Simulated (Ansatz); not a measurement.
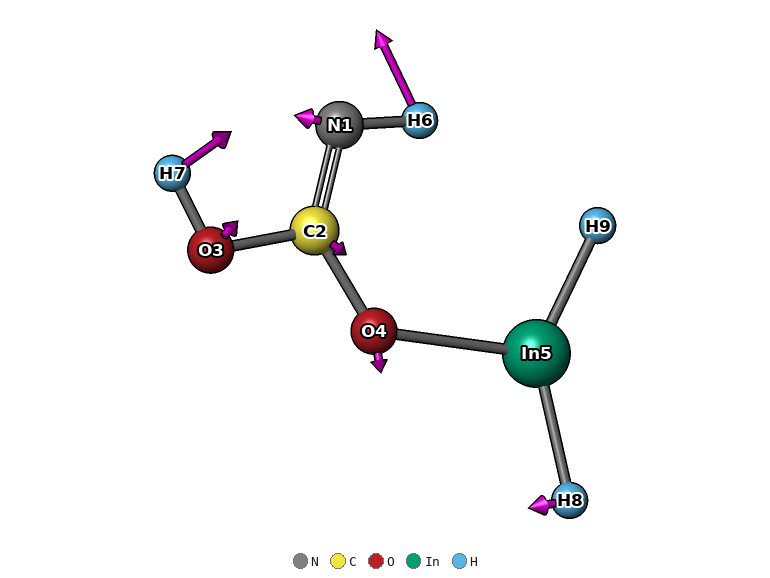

The arrows show one normal mode. Harmonic vibrations computed with RKS PBE0-D4/def2-TZVP, core potentials on In (Ansatz 0.2.0) at a stationary point of the same level.

> What kind of motion is it?

Mostly angle bending.

> At what wavenumber does it lie?

594 cm⁻¹; it is mode 9 of 21 counted from the lowest.
